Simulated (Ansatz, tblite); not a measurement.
# The cluster B3H−: a ladder of methods and basis sets, part 2 of 2

How do method and basis change the picture of the cluster B3H− (doublet)?

Ansatz 0.2.0, Gaussian basis; as each input shows. The steps go on from the part before.

## (16) PBE-D4/def2-SVPD

in.yaml reads:

```yaml
crystal:
  periodic: [false, false, false]
  atoms:
    - {symbol: B, position_ang: [0.748923, 0.126644, 0.992319]}
    - {symbol: B, position_ang: [-0.734264, 0.480439, 0.934787]}
    - {symbol: B, position_ang: [0.064962, -0.139061, -0.387361]}
    - {symbol: H, position_ang: [-0.079611, -0.468023, -1.539745]}
basis:
  gaussian: {orbitals: def2-SVPD, initial_orbitals: start.molden}
total_charge: -1
magnetization: {spin_polarized: true, initial_magnetization: 1}
hamiltonian: {xc: pbe, dispersion: d4}
scf: {omitted_lower_state_checks: [starts]}
output: {orbitals: {seedname: orbitals}}
```

Started as:

```bash
$ ansatz run in.yaml --threads 4 --pin off --events-out ev --progress --plain --max-ram 3916MiB
```

Standard output:

```text
Functional definition: PBE
  name "PBE"
  cite "Perdew, Burke & Ernzerhof, Phys. Rev. Lett. 77, 3865 (1996) doi:10.1103/PhysRevLett.77.3865"
  parent pbe
  parameter kappa = 0.804
  parameter beta = 0.06672455060314922
  exchange = pbe_x(kappa = kappa, mu = beta*pi^2/3)
  correlation = pbe_c(beta = beta)
these checks for a lower state are left out or cut short: starts
541 factors; their error is unknown
mean field evaluation 1: about -2036.1569 eV, gradient 2.9e0 eV
mean field evaluation 2: about -2036.2392 eV, gradient 1.1e-1 eV
mean field evaluation 4: about -2036.2265 eV, gradient 1.5e-3 eV
mean field evaluation 8: about -2036.2265 eV, gradient 2.2e-5 eV
mean field -2036.22649776 eV, -74.8299435889 hartree, gradient 2.2e-5 eV, S^2 0.766442; 0 other end points of the search recorded, 0 dependent functions left out
reference -2036.22653546 eV, -74.8299449741 hartree; 9, 8 occupied and 59, 60 virtual orbitals, 541 factors
Total energy: -2036.30638529 eV, -74.8328794014 hartree
Checks for a lower state left out: starts
```

It took 0.5 s on 4 threads of Arm Neoverse V2, shared host.

HOMO 0.88 eV, LUMO 2.20 eV (over both spins); ⟨S²⟩ 0.766 (pure: 0.75). Doubts: highest occupied level lies above zero.

## (17) PBE0-D4/def2-SVPD

Edit in.yaml of step 16 so:

```diff
@@ -11,3 +11,3 @@
 magnetization: {spin_polarized: true, initial_magnetization: 1}
-hamiltonian: {xc: pbe, dispersion: d4}
+hamiltonian: {xc: pbe0, dispersion: d4}
 scf: {omitted_lower_state_checks: [starts]}
```

Launched as before.

Standard output:

```text
Functional definition: PBE0
  name "PBE0"
  cite "Adamo & Barone, J. Chem. Phys. 110, 6158 (1999) doi:10.1063/1.478522"
  cite "Perdew, Burke & Ernzerhof, Phys. Rev. Lett. 77, 3865 (1996) doi:10.1103/PhysRevLett.77.3865"
  parent pbe
  parameter a = 0.25
  parameter kappa = 0.804
  parameter beta = 0.06672455060314922
  exchange = (1 - a)*pbe_x(kappa = kappa, mu = beta*pi^2/3) + a*exact_x
  correlation = pbe_c(beta = beta)
these checks for a lower state are left out or cut short: starts
541 factors; their error is unknown
mean field evaluation 1: about -2036.4386 eV, gradient 2.1e0 eV
mean field evaluation 2: about -2036.4769 eV, gradient 3.2e-2 eV
mean field evaluation 4: about -2036.4740 eV, gradient 9.4e-5 eV
mean field evaluation 8: about -2036.4740 eV, gradient 1.8e-5 eV
mean field -2036.47401224 eV, -74.8390395780 hartree, gradient 1.8e-5 eV, S^2 0.787726; 0 other end points of the search recorded, 0 dependent functions left out
reference -2036.47404222 eV, -74.8390406800 hartree; 9, 8 occupied and 59, 60 virtual orbitals, 541 factors
Total energy: -2036.53983488 eV, -74.8414585156 hartree
Checks for a lower state left out: starts
```

Wall time 0.55 s (4 threads of Arm Neoverse V2, shared host).

HOMO -0.23 eV, LUMO 3.11 eV (over both spins); ⟨S²⟩ 0.788 (pure: 0.75).

## (18) HF/STO-3G

Edit in.yaml of step 17 so:

```diff
@@ -8,6 +8,6 @@
 basis:
-  gaussian: {orbitals: def2-SVPD, initial_orbitals: start.molden}
+  gaussian: {orbitals: STO-3G}
 total_charge: -1
 magnetization: {spin_polarized: true, initial_magnetization: 1}
-hamiltonian: {xc: pbe0, dispersion: d4}
+hamiltonian: {xc: hf}
 scf: {omitted_lower_state_checks: [starts]}
```

Launched as before.

Standard output:

```text
Functional definition: HF
  name "HF"
  cite "Fock, Z. Phys. 61, 126 (1930) doi:10.1007/BF01340294"
  parent pbe
  exchange = exact_x
  correlation = 0
these checks for a lower state are left out or cut short: starts
209 factors; integrals over basis functions are off by at most 1.7e-4 eV
mean field evaluation 1: about -1991.5196 eV, gradient 1.3e1 eV
mean field evaluation 2: about -1991.5357 eV, gradient 1.3e1 eV
mean field evaluation 4: about -1993.5871 eV, gradient 3.1e0 eV
mean field evaluation 8: about -1994.2044 eV, gradient 8.9e-1 eV
mean field evaluation 16: about -1994.2604 eV, gradient 1.5e0 eV
mean field -1994.36099653 eV, -73.2914147960 hartree, gradient 2.6e-5 eV, S^2 1.314210; 0 other end points of the search recorded, 0 dependent functions left out
reference -1994.36099653 eV, -73.2914147960 hartree; 9, 8 occupied and 7, 8 virtual orbitals, 209 factors
Total energy: -1994.36099653 eV, -73.2914147960 hartree
Checks for a lower state left out: starts
```

Run time: 0.1 s. Hardware: 4 threads of Arm Neoverse V2, shared host.

Report: HOMO 2.33 eV, LUMO 14.21 eV (over both spins); ⟨S²⟩ 1.314 (pure: 0.75). Doubts: spin contamination, highest occupied level lies above zero.

## (19) CCSD(T)/def2-TZVPPD

Edit in.yaml of step 18 so:

```diff
@@ -8,7 +8,7 @@
 basis:
-  gaussian: {orbitals: STO-3G}
+  gaussian: {orbitals: "def2-TZVPPD.json", initial_orbitals: start.molden}
 total_charge: -1
 magnetization: {spin_polarized: true, initial_magnetization: 1}
-hamiltonian: {xc: hf}
-scf: {omitted_lower_state_checks: [starts]}
+correlation: {method: ccsd_t}
+scf: {omitted_lower_state_checks: [starts, cluster_reference]}
 output: {orbitals: {seedname: orbitals}}
```

The command is unchanged.

Standard output:

```text
Functional definition: HF
  name "HF"
  cite "Fock, Z. Phys. 61, 126 (1930) doi:10.1007/BF01340294"
  parent pbe
  exchange = exact_x
  correlation = 0
these checks for a lower state are left out or cut short: starts, cluster_reference
765 factors; integrals over basis functions are off by at most 1.7e-3 eV
mean field evaluation 1: about -2026.3062 eV, gradient 9.7e0 eV
mean field evaluation 2: about -2026.7547 eV, gradient 5.7e-1 eV
mean field evaluation 4: about -2026.7914 eV, gradient 2.6e-1 eV
mean field evaluation 8: about -2026.7956 eV, gradient 6.9e-5 eV
mean field -2026.79561181 eV, -74.4833649226 hartree, gradient 2.7e-6 eV, S^2 1.117761; 0 other end points of the search recorded, 0 dependent functions left out
3 core orbitals not correlated: weight in the atoms' cores, before any rotation towards them, 1.000 or more for the frozen orbitals, at most 0.000 for the correlated occupied ones
reference -2026.79561181 eV, -74.4833649226 hartree; 6, 5 occupied and 119, 120 virtual orbitals, 765 factors
second order -7.63909912 eV of doubles, -0.00000000 eV of singles
cycle   1  -7.86215211 eV  change   -2.2e-1 eV  update   1.1e-1
cycle   2  -8.23625651 eV  change   -3.7e-1 eV  update   5.3e-2
cycle   3  -8.40425296 eV  change   -1.7e-1 eV  update   4.2e-2
cycle   4  -8.46694010 eV  change   -6.3e-2 eV  update   2.4e-2
cycle   5  -8.49105490 eV  change   -2.4e-2 eV  update   1.0e-2
cycle   6  -8.49827358 eV  change   -7.2e-3 eV  update   5.0e-3
cycle   7  -8.50020428 eV  change   -1.9e-3 eV  update   2.4e-3
cycle   8  -8.50187096 eV  change   -1.7e-3 eV  update   1.5e-3
cycle   9  -8.50175788 eV  change    1.1e-4 eV  update   8.8e-4
cycle  10  -8.50164975 eV  change    1.1e-4 eV  update   5.6e-4
cycle  11  -8.50198360 eV  change   -3.3e-4 eV  update   3.9e-4
cycle  12  -8.50194502 eV  change    3.9e-5 eV  update   2.5e-4
cycle  13  -8.50198685 eV  change   -4.2e-5 eV  update   1.3e-4
cycle  14  -8.50189954 eV  change    8.7e-5 eV  update   7.5e-5
cycle  15  -8.50185517 eV  change    4.4e-5 eV  update   4.0e-5
cycle  16  -8.50187735 eV  change   -2.2e-5 eV  update   2.0e-5
cycle  17  -8.50189171 eV  change   -1.4e-5 eV  update   9.9e-6
cycle  18  -8.50189990 eV  change   -8.2e-6 eV  update   3.9e-6
perturbative correction -0.66258024 eV, -0.0243493748 hartree
Total energy: -2035.96009196 eV, -74.8201533561 hartree
Checks for a lower state left out: starts, cluster_reference
```

It took 4.9 s on 4 threads of Arm Neoverse V2, shared host; peak memory 0.91 GiB.

Report: Hartree-Fock HOMO -2.76 eV, LUMO 4.62 eV (over both spins); ⟨S²⟩ 1.118 (pure: 0.75); T1 0.067. Doubts: large T1 diagnostic, spin contamination.

## (20) MP2/def2-TZVPD

Edit in.yaml of step 19 so:

```diff
@@ -8,7 +8,7 @@
 basis:
-  gaussian: {orbitals: "def2-TZVPPD.json", initial_orbitals: start.molden}
+  gaussian: {orbitals: def2-TZVPD, initial_orbitals: start.molden}
 total_charge: -1
 magnetization: {spin_polarized: true, initial_magnetization: 1}
-correlation: {method: ccsd_t}
-scf: {omitted_lower_state_checks: [starts, cluster_reference]}
+correlation: {method: mp2}
+scf: {omitted_lower_state_checks: [starts]}
 output: {orbitals: {seedname: orbitals}}
```

Launched as before.

Standard output:

```text
Functional definition: HF
  name "HF"
  cite "Fock, Z. Phys. 61, 126 (1930) doi:10.1007/BF01340294"
  parent pbe
  exchange = exact_x
  correlation = 0
these checks for a lower state are left out or cut short: starts
760 factors; integrals over basis functions are off by at most 1.1e-3 eV
mean field evaluation 1: about -2026.3046 eV, gradient 9.7e0 eV
mean field evaluation 2: about -2026.7514 eV, gradient 5.7e-1 eV
mean field evaluation 4: about -2026.7879 eV, gradient 2.6e-1 eV
mean field evaluation 8: about -2026.7918 eV, gradient 3.8e-5 eV
mean field -2026.79175901 eV, -74.4832233349 hartree, gradient 2.1e-6 eV, S^2 1.117604; 0 other end points of the search recorded, 0 dependent functions left out
3 core orbitals not correlated: weight in the atoms' cores, before any rotation towards them, 1.000 or more for the frozen orbitals, at most 0.000 for the correlated occupied ones
reference -2026.79175901 eV, -74.4832233349 hartree; 6, 5 occupied and 111, 112 virtual orbitals, 760 factors
second order -7.57890503 eV of doubles, -0.00000000 eV of singles
Total energy: -2034.37066404 eV, -74.7617429574 hartree
Checks for a lower state left out: starts
```

Wall time 0.61 s (4 threads of Arm Neoverse V2, shared host).

From the report: Hartree-Fock HOMO -2.76 eV, LUMO 4.62 eV (over both spins); ⟨S²⟩ 1.118 (pure: 0.75). Doubts: spin contamination.

## (21) RPA/def2-TZVPD

Edit in.yaml of step 20 so:

```diff
@@ -11,4 +11,4 @@
 magnetization: {spin_polarized: true, initial_magnetization: 1}
-correlation: {method: mp2}
+hamiltonian: {xc: pbe}
+correlation: {method: rpa}
 scf: {omitted_lower_state_checks: [starts]}
-output: {orbitals: {seedname: orbitals}}
```

Launched as before.

Standard output:

```text
Functional definition: PBE
  name "PBE"
  cite "Perdew, Burke & Ernzerhof, Phys. Rev. Lett. 77, 3865 (1996) doi:10.1103/PhysRevLett.77.3865"
  parent pbe
  parameter kappa = 0.804
  parameter beta = 0.06672455060314922
  exchange = pbe_x(kappa = kappa, mu = beta*pi^2/3)
  correlation = pbe_c(beta = beta)
these checks for a lower state are left out or cut short: starts
760 factors; integrals over basis functions are off by at most 1.1e-3 eV
mean field evaluation 1: about -2038.3688 eV, gradient 3.5e0 eV
mean field evaluation 2: about -2038.4179 eV, gradient 7.4e-2 eV
mean field evaluation 4: about -2038.4174 eV, gradient 1.6e-3 eV
mean field evaluation 8: about -2038.4174 eV, gradient 2.5e-6 eV
mean field -2038.41737568 eV, -74.9104568674 hartree, gradient 2.5e-6 eV, S^2 0.765836; 0 other end points of the search recorded, 0 dependent functions left out
3 core orbitals not correlated: weight in the atoms' cores, before any rotation towards them, 1.000 or more for the frozen orbitals, at most 0.000 for the correlated occupied ones
reference -2025.97940067 eV, -74.4533697163 hartree; 6, 5 occupied and 111, 112 virtual orbitals, 760 factors
Total energy: -2040.28149998 eV, -74.9789621718 hartree
Checks for a lower state left out: starts
```

Wall time 1.3 s (4 threads of Arm Neoverse V2, shared host).

Report: ⟨S²⟩ 0.766 (pure: 0.75).

## (22) Levels side by side

```tsv
level	functions	HOMO (eV)	LUMO (eV)	gap (eV)	⟨S²⟩	time
HF/STO-3G	16	2.33	14.21	11.88	1.314	0.1 s
HF/def2-TZVPD	120	-2.76	4.62	7.38	1.118	0.6 s
PBE-D4/def2-SVPD	68	0.88	2.20	1.33	0.766	0.5 s
PBE-D4/def2-TZVPD	120	0.80	2.11	1.31	0.766	1 s
revPBE-D4/def2-TZVPD	120	0.83	2.19	1.35	0.768	0.95 s
r2SCAN-D4/def2-TZVPD	120	0.49	2.59	2.10	0.794	2 s
PBE0-D4/def2-SVPD	68	-0.23	3.11	3.34	0.788	0.55 s
PBE0-D4/def2-TZVPD	120	-0.29	2.97	3.26	0.786	1.7 s
BHLYP-D4/def2-TZVPD	120	-1.26	3.54	4.79	0.803	2.1 s
ωB97M-V/def2-TZVPD	120	-2.10	3.88	5.98	0.770	6.5 s
PBE+5HF/def2-TZVPD	120	0.58	2.29	1.70	0.769	1.1 s
PBE+10HF/def2-TZVPD	120	0.37	2.47	2.10	0.772	1.1 s
PBE+15HF/def2-TZVPD	120	0.15	2.64	2.49	0.776	1.1 s
PBE+35HF/def2-TZVPD	120	-0.73	3.28	4.02	0.798	1.9 s
PBE+50HF/def2-TZVPD	120	-1.42	3.69	5.11	0.823	2 s
```

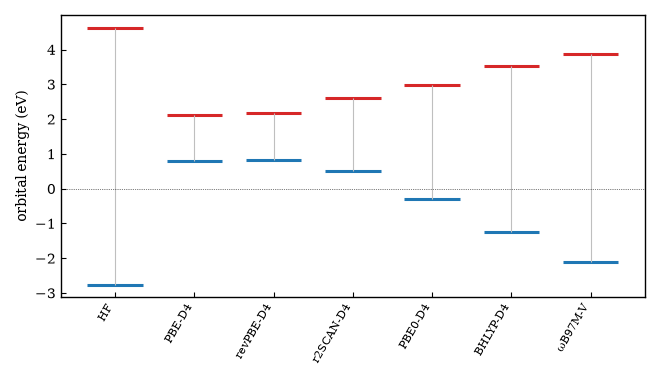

Highest filled (blue) and lowest empty (red) level in def2-TZVPD, over both spins.

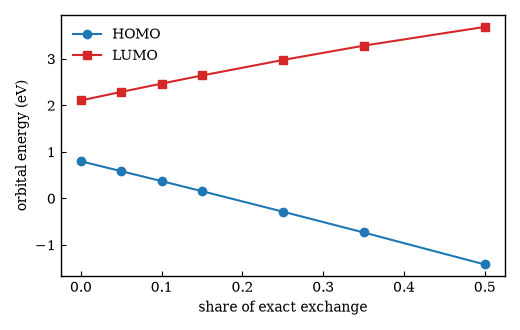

Frontier levels against the share of exact exchange, in def2-TZVPD.

Energy pieces by basis (eV):

```tsv
basis	HF	MP2 correlation	CCSD correlation	(T)	total
def2-TZVPPD	-2026.7956	-7.6391	-8.5019	-0.6626	-2035.9601
def2-TZVPD	-2026.7918	-7.5789			-2034.3707 (MP2)
```

## (23) Summary of results

What follows sums up all 2 parts.

| quantity | value |
| --- | --- |
| gap in def2-TZVPD, named functionals and Hartree-Fock, smallest and largest | 1.31 eV (PBE-D4), 7.38 eV (HF) |
| gap over the share of exact exchange | 1.31 eV at 0, 5.11 eV at 0.5 |
| correlation energy, CCSD(T)/def2-TZVPPD | -9.16 eV |
| correlation energy, MP2/def2-TZVPD | -7.58 eV |
| ⟨S²⟩ in def2-TZVPD, named functionals and Hartree-Fock, smallest and largest | 0.766, 1.118 |
| PBE0 total energy, smallest basis above largest | 2.17 eV (def2-SVPD, def2-TZVPD) |

**Reading.** Over the named functionals and Hartree-Fock in def2-TZVPD the gap runs from 1.31 eV (PBE-D4) to 7.38 eV (HF); exact exchange widens it. Raising the share of exact exchange from 0 to 0.5 moves the HOMO by -2.22 eV and the LUMO by +1.58 eV. Over the named functionals and Hartree-Fock in def2-TZVPD spin contamination reaches 0.37 (HF), so some levels may describe another state. PBE-D4, revPBE-D4, r2SCAN-D4 put the HOMO above zero; others here keep it below zero, so the sign hangs on the functional's self-interaction and doesn't show that the species is unbound. Notes on CCSD(T)/def2-TZVPPD: large T1 diagnostic, spin contamination.

The slowest run with a step of its own, ωB97M-V/def2-TZVPD, took 6.5 s; the quickest functional in def2-TZVPD took 0.95 s (shared host).
